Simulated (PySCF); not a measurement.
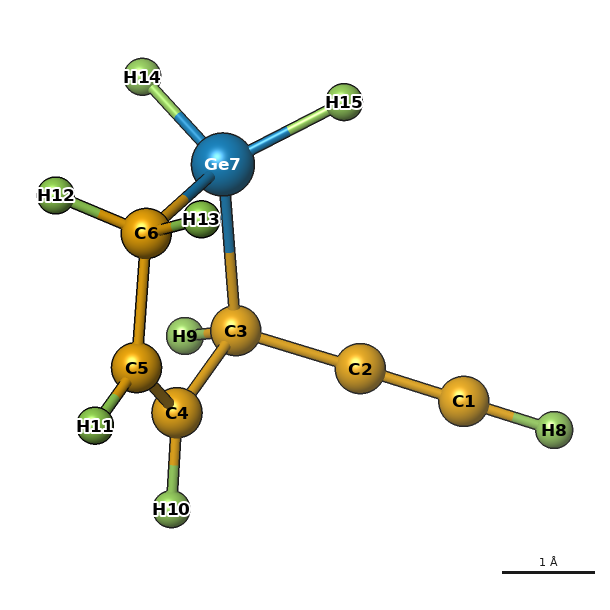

Orthographic view with a scale bar. The geometry was computed by an optimisation with GFN2-xTB. No frequency run is at hand to confirm it as a minimum.

Write Cartesian coordinates in Å in the frame of the picture: x to the right, y up, z towards the viewer, origin at the mean of the atomic positions.

```xyz
15
C6H8Ge
C    2.52  -1.05  -1.43
C    1.39  -0.70  -1.27
C    0.03  -0.28  -1.02
C   -0.61  -1.18   0.01
C   -1.05  -0.68   1.16
C   -0.95   0.78   1.46
Ge  -0.11   1.53  -0.17
H    3.51  -1.37  -1.60
H   -0.52  -0.34  -1.96
H   -0.67  -2.23  -0.22
H   -1.50  -1.32   1.91
H   -1.93   1.20   1.67
H   -0.34   0.94   2.36
H   -0.99   2.49  -0.94
H    1.22   2.21   0.04
```
